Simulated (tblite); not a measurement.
## Run report: C9H18Ge, geometry relaxation (part 1 of 2)

The run: geometry relaxation of C9H18Ge. Method and program: GFN2-xTB geometry optimisation, gas phase (tblite 0.8.0).

It belongs to a series of runs on one base structure; here: constitutional isomer.

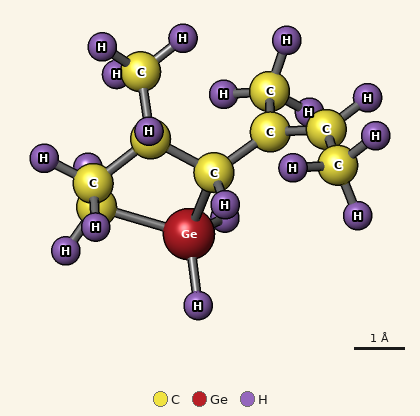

Figure 1. The input geometry (ball-and-stick view, seen at a tilt). Sticks mark near contacts. Bond lengths as drawn: C–C 1.33 to 1.52 Å, C–Ge 1.95 to 1.97 Å, C–H 1.09 to 1.13 Å and Ge–H 1.53 to 1.55 Å.

Input file:
```
{"job": {"kind": "relax", "xc": "GFN2-xTB", "basis": "xTB"}, "charge": 0, "multiplicity": 1}
C      3.036700    -0.907500    -0.737900
C      2.514100     0.181200     0.116200
C      1.224700     0.478100     0.246000
C      0.917100     1.628800     1.169700
C      0.182200    -0.256900    -0.488500
Ge    -0.904000     1.013700    -1.539900
C     -2.593500     0.392300    -0.801100
C     -2.148600    -1.013800    -0.448800
C     -0.851000    -0.957800     0.295900
C     -1.051800    -0.536700     1.714900
H      2.385700    -1.814600    -0.752100
H      4.009600    -1.213100    -0.274500
H      3.223800    -0.533800    -1.770800
H      3.270400     0.753100     0.695100
H     -0.140700     1.872700     1.259300
H      1.422800     2.517100     0.725800
H      1.452500     1.461100     2.134200
H      0.590300    -0.981500    -1.231900
H     -0.764600     0.700800    -3.032400
H     -0.594800     2.484700    -1.178200
H     -3.344900     0.397000    -1.600100
H     -2.889400     0.995000     0.077000
H     -1.998600    -1.600700    -1.388900
H     -2.966600    -1.501200     0.143700
H     -0.513400    -2.027300     0.355300
H     -0.144600    -0.337800     2.290500
H     -1.829800     0.256300     1.798900
H     -1.514500    -1.421800     2.236800
```

The first line tells a small driver script what to run in tblite; the rest is the geometry in Å.

Run as:
```bash
OMP_NUM_THREADS=1 python <driver script> task.json out
```

The program's output:
```
step      E/eV     max force
  0    -824.85313    2.901
  1    -825.20198    0.892
  2    -825.31569    0.767
  3    -825.39446    0.719
  4    -825.44726    0.537
  5    -825.48634    0.405
  6    -825.51368    0.317
  7    -825.53584    0.272
  8    -825.55523    0.232
  9    -825.56823    0.209
 10    -825.57739    0.167
 11    -825.58364    0.145
 12    -825.58794    0.109
 13    -825.59114    0.118
 14    -825.59389    0.118
 15    -825.59669    0.101
 16    -825.59966    0.100
 17    -825.60260    0.105
 18    -825.60524    0.092
 19    -825.60754    0.091
 20    -825.60988    0.092
 21    -825.61271    0.114
 22    -825.61609    0.137
 23    -825.61960    0.114
 24    -825.62256    0.085
 25    -825.62464    0.081
 26    -825.62624    0.096
 27    -825.62776    0.088
 28    -825.62919    0.063
 29    -825.63059    0.084
 30    -825.63211    0.081
 31    -825.63391    0.106
 32    -825.63603    0.109
 33    -825.63830    0.089
 34    -825.64051    0.101
 35    -825.64268    0.102
 36    -825.64490    0.100
 37    -825.64712    0.081
 38    -825.64922    0.075
 39    -825.65120    0.086
 40    -825.65299    0.093
 41    -825.65451    0.088
 42    -825.65583    0.081
 43    -825.65704    0.088
 44    -825.65815    0.095
 45    -825.65932    0.090
 46    -825.66072    0.084
 47    -825.66261    0.082
 48    -825.66419    0.090
 49    -825.66599    0.092
 50    -825.66818    0.093
 51    -825.67107    0.123
 52    -825.67461    0.160
 53    -825.67844    0.173
 54    -825.68208    0.137
 55    -825.68544    0.129
 56    -825.68873    0.113
 57    -825.69192    0.123
 58    -825.69471    0.119
 59    -825.69700    0.103
 60    -825.69886    0.079
 61    -825.70040    0.085
 62    -825.70167    0.096
 63    -825.70299    0.072
 64    -825.70428    0.074
 65    -825.70505    0.046
 66    -825.70571    0.051
 67    -825.70639    0.062
 68    -825.70714    0.087
 69    -825.70792    0.078
 70    -825.70863    0.050
 71    -825.70924    0.057
 72    -825.70979    0.054
 73    -825.71030    0.058
 74    -825.71078    0.047
 75    -825.71126    0.045
 76    -825.71178    0.056
 77    -825.71236    0.066
 78    -825.71297    0.055
 79    -825.71354    0.050
 80    -825.71414    0.055
 81    -825.71495    0.085
 82    -825.71616    0.111
 83    -825.71785    0.113
 84    -825.71982    0.105
 85    -825.72173    0.088
 86    -825.72347    0.083
 87    -825.72516    0.094
 88    -825.72667    0.069
 89    -825.72768    0.092
 90    -825.72854    0.085
 91    -825.72931    0.073
 92    -825.73067    0.069
 93    -825.73088    0.118
 94    -825.73222    0.074
 95    -825.73337    0.080
 96    -825.73462    0.090
 97    -825.73651    0.075
 98    -825.73807    0.085
 99    -825.73994    0.086
100    -825.74184    0.105
101    -825.74345    0.139
102    -825.74600    0.104
103    -825.74836    0.094
104    -825.75062    0.101
105    -825.75243    0.077
106    -825.75455    0.111
107    -825.75648    0.080
108    -825.75786    0.072
109    -825.75915    0.054
110    -825.76030    0.052
111    -825.76101    0.058
112    -825.76188    0.055
113    -825.76266    0.070
114    -825.76340    0.061
115    -825.76405    0.069
116    -825.76473    0.043
117    -825.76540    0.049
118    -825.76599    0.060
119    -825.76652    0.044
120    -825.76714    0.049
121    -825.76801    0.050
122    -825.76855    0.044
123    -825.76896    0.033
124    -825.76919    0.027
125    -825.76942    0.027
126    -825.76970    0.037
127    -825.76997    0.029
128    -825.77019    0.042
129    -825.77040    0.033
130    -825.77069    0.032
131    -825.77096    0.027
132    -825.77117    0.022
133    -825.77133    0.027
134    -825.77149    0.029
135    -825.77167    0.028
136    -825.77184    0.023
137    -825.77197    0.021
138    -825.77209    0.020
139    -825.77220    0.020
140    -825.77233    0.022
141    -825.77247    0.025
142    -825.77262    0.030
143    -825.77279    0.028
144    -825.77295    0.024
145    -825.77308    0.026
146    -825.77318    0.023
147    -825.77328    0.020
148    -825.77338    0.019
149    -825.77348    0.017
150    -825.77357    0.021
151    -825.77366    0.020
152    -825.77376    0.019
153    -825.77389    0.023
154    -825.77404    0.023
155    -825.77417    0.025
156    -825.77428    0.023
157    -825.77437    0.019
158    -825.77445    0.019
159    -825.77454    0.017
160    -825.77464    0.022
161    -825.77475    0.028
162    -825.77487    0.029
163    -825.77497    0.025
164    -825.77505    0.020
165    -825.77511    0.013
166    -825.77516    0.018
167    -825.77520    0.016
168    -825.77524    0.012
169    -825.77526    0.010
```

Trajectory as extended XYZ (Å, eV, eV/Å), 8 of the 170 frames kept, from step=0 to step=169:
```
28
Properties=species:S:1:pos:R:3:forces:R:3 step=0 energy=-824.85313
C     3.0367   -0.9075   -0.7379    1.1360  -0.8210   0.0130
C     2.5141    0.1812    0.1162    0.1650   0.2470   0.4500
C     1.2247    0.4781    0.2460    0.9150  -0.0980   0.6180
C     0.9171    1.6288    1.1697    0.8220   0.6690  -0.1710
C     0.1822   -0.2569   -0.4885    0.4080   0.9540  -1.6060
Ge   -0.9040    1.0137   -1.5399    0.4900   1.3090  -0.5320
C    -2.5935    0.3923   -0.8011   -0.0670   0.3920  -0.5410
C    -2.1486   -1.0138   -0.4488   -1.7520  -0.5600  -0.2260
C    -0.8510   -0.9578    0.2959    0.2300  -2.7280   0.9600
C    -1.0518   -0.5367    1.7149   -1.4670  -0.6010   1.6730
H     2.3857   -1.8146   -0.7521    0.4890   0.8090  -0.1290
H     4.0096   -1.2131   -0.2745   -0.6060   0.0380  -0.7200
H     3.2238   -0.5338   -1.7708   -0.1140  -0.4650   0.6210
H     3.2704    0.7531    0.6951   -0.5840  -0.3620  -0.5700
H    -0.1407    1.8727    1.2593    0.2410  -0.2220   0.2540
H     1.4228    2.5171    0.7258   -0.4050  -0.3160   0.2670
H     1.4525    1.4611    2.1342   -0.8840   0.1650  -0.4940
H     0.5903   -0.9815   -1.2319    0.0820   0.5270   0.5960
H    -0.7646    0.7008   -3.0324   -0.0690   0.3350   0.2050
H    -0.5948    2.4847   -1.1782   -0.0480  -0.3220  -0.4780
H    -3.3449    0.3970   -1.6001   -0.2330   0.0060   0.6440
H    -2.8894    0.9950    0.0770   -0.1750  -0.4490  -0.5750
H    -1.9986   -1.6007   -1.3889   -0.1940   0.3510   0.5710
H    -2.9666   -1.5012    0.1437    0.7420   0.0170  -0.3720
H    -0.5134   -2.0273    0.3553   -0.0320   0.3800   0.1380
H    -0.1446   -0.3378    2.2905   -0.2750   0.2550  -0.4230
H    -1.8298    0.2563    1.7989    0.9530  -0.2240   0.0930
H    -1.5145   -1.4218    2.2368    0.2350   0.7140  -0.2700
28
Properties=species:S:1:pos:R:3:forces:R:3 step=24 energy=-825.62256
C     3.1200   -0.9839   -0.7148    0.0340  -0.0090  -0.0060
C     2.5657    0.1099    0.1484    0.0280  -0.0630  -0.0120
C     1.2910    0.4685    0.2835    0.0520   0.0590  -0.0310
C     0.9474    1.6635    1.1325    0.0090   0.0400   0.0260
C     0.1714   -0.1607   -0.4789    0.0390  -0.0040   0.0090
Ge   -0.9356    1.1435   -1.5312    0.0150   0.0020   0.0390
C    -2.6179    0.3687   -0.8424   -0.0100  -0.0730   0.0080
C    -2.1742   -1.0425   -0.4483   -0.0140  -0.0040   0.0170
C    -0.8443   -1.0124    0.3248   -0.0520   0.0170   0.0450
C    -1.0889   -0.5921    1.7721   -0.0170   0.0120   0.0360
H     2.4728   -1.8592   -0.7552    0.0010   0.0690   0.0340
H     4.0936   -1.2949   -0.3419   -0.0190  -0.0310   0.0370
H     3.2680   -0.6233   -1.7359   -0.0550   0.0020   0.0170
H     3.3179    0.6780    0.6862   -0.0700  -0.0240  -0.0110
H    -0.1264    1.8206    1.1698   -0.0090   0.0150  -0.0010
H     1.4013    2.5588    0.7067    0.0290   0.0110   0.0070
H     1.3198    1.5518    2.1488    0.0250   0.0080   0.0170
H     0.6060   -0.8407   -1.2145    0.0070   0.0040  -0.0820
H    -0.7630    0.9092   -3.0140   -0.0240   0.0320   0.0090
H    -0.7341    2.6293   -1.3320   -0.0040  -0.0720   0.0300
H    -3.4249    0.3366   -1.5716   -0.0080  -0.0390   0.0140
H    -2.9879    0.9172    0.0249    0.0290  -0.0200  -0.0360
H    -2.0310   -1.6325   -1.3597   -0.0240   0.0310   0.0320
H    -2.9367   -1.5368    0.1586   -0.0030  -0.0240  -0.0570
H    -0.4527   -2.0376    0.3745    0.0030   0.0510  -0.0580
H    -0.1542   -0.4805    2.3166   -0.0200  -0.0330  -0.0500
H    -1.6487    0.3378    1.8427    0.0390   0.0050  -0.0440
H    -1.6754   -1.3688    2.2645    0.0170   0.0420   0.0090
28
Properties=species:S:1:pos:R:3:forces:R:3 step=48 energy=-825.66419
C     3.0543   -1.0724   -0.6329    0.0210  -0.0370  -0.0130
C     2.5368    0.0659    0.1907    0.0460  -0.0040  -0.0260
C     1.2882    0.5184    0.2577    0.0040  -0.0090   0.0010
C     1.0150    1.7372    1.1012    0.0110   0.0070   0.0040
C     0.1659   -0.0847   -0.5268   -0.0530  -0.0090   0.0150
Ge   -1.0471    1.2035   -1.4636    0.0410   0.0440   0.0010
C    -2.6699    0.2588   -0.8467    0.0060  -0.0120  -0.0010
C    -2.1241   -1.1220   -0.4808   -0.0240   0.0160  -0.0500
C    -0.7916   -1.0023    0.2762   -0.0870  -0.0220   0.0040
C    -1.0299   -0.5389    1.7078    0.0090  -0.0080   0.0040
H     2.3819   -1.9273   -0.6344   -0.0500   0.0140   0.0370
H     4.0178   -1.3997   -0.2510    0.0170  -0.0200   0.0150
H     3.1988   -0.7590   -1.6688   -0.0120   0.0160  -0.0020
H     3.2893    0.5957    0.7607    0.0510  -0.0210   0.0050
H    -0.0399    1.9945    1.1232    0.0040  -0.0120  -0.0490
H     1.5603    2.5873    0.6902   -0.0100   0.0230   0.0230
H     1.3524    1.5860    2.1252    0.0190   0.0140  -0.0010
H     0.6047   -0.7098   -1.3109   -0.0300   0.0270  -0.0140
H    -0.8678    1.1570   -2.9605   -0.0090  -0.0210  -0.0170
H    -0.9526    2.6680   -1.1183   -0.0220   0.0120   0.0290
H    -3.4501    0.1863   -1.6023   -0.0120  -0.0270   0.0460
H    -3.1001    0.7474    0.0274   -0.0160  -0.0140  -0.0230
H    -1.9501   -1.6839   -1.4032    0.0150   0.0050  -0.0010
H    -2.8497   -1.6838    0.1157    0.0760   0.0200  -0.0320
H    -0.3441   -2.0030    0.3304    0.0070   0.0260   0.0140
H    -0.1051   -0.5925    2.2731    0.0420   0.0300   0.0670
H    -1.3992    0.4811    1.7439   -0.0630   0.0090  -0.0320
H    -1.7650   -1.1802    2.1909    0.0170  -0.0470  -0.0020
```
